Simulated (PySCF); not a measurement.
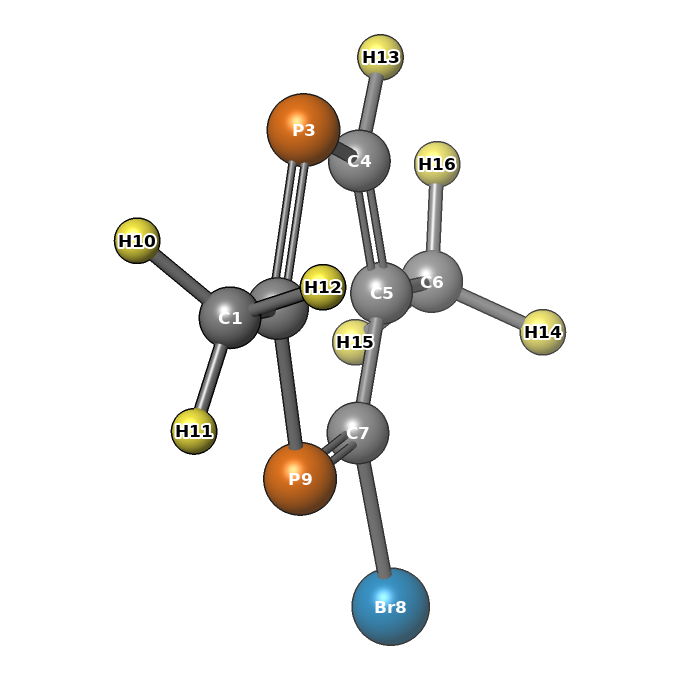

C6 lies behind C5. The molecule seen a little off the C5–C6 bond, C5 in front. Distant atoms are faded towards the background colour. Computed geometry: PBE0-D3(BJ)/def2-SVP optimisation. No frequency run is at hand to confirm it as a minimum.

What is the torsion angle C4–C5–C6–H14? The sign is positive where the front bond must turn clockwise to cover the back bond.

Answer. 117°, anticlinal.
